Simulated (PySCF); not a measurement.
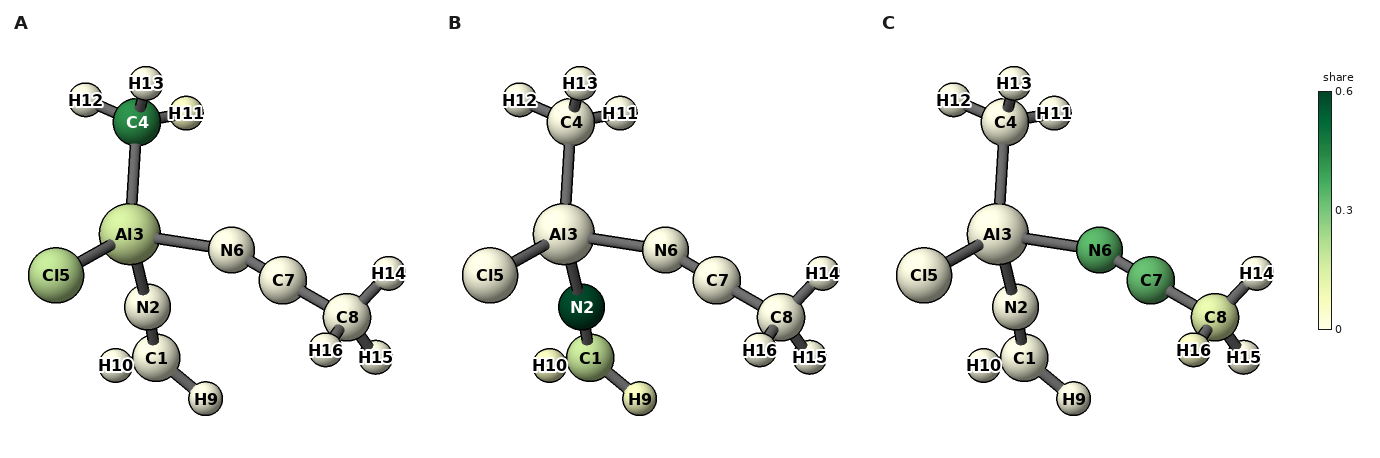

Each panel colours the atoms by their Löwdin share in one orbital (up to four of the largest shares; other atoms are shown as zero). Computed geometry: GFN2-xTB optimisation. No frequency run is at hand to confirm it as a minimum. Method: PBE0/def2-SVPD (PySCF 2.14.0).

The panels show the HOMO−1, HOMO, LUMO, in some order. Which is which?

A: HOMO−1, −7.51 eV; C4 0.42, Cl5 0.19, Al3 0.16, H11 0.06
B: HOMO, −5.53 eV; N2 0.58, C1 0.18, H9 0.06, H10 0.06
C: LUMO, −0.89 eV; N6 0.34, C7 0.32, C8 0.12, H16 0.06

The geometry is semi-empirical. Around Al such bond lengths and angles can be off by a tenth of an ångström or more and by several degrees, and values that hang on the shape move with them.
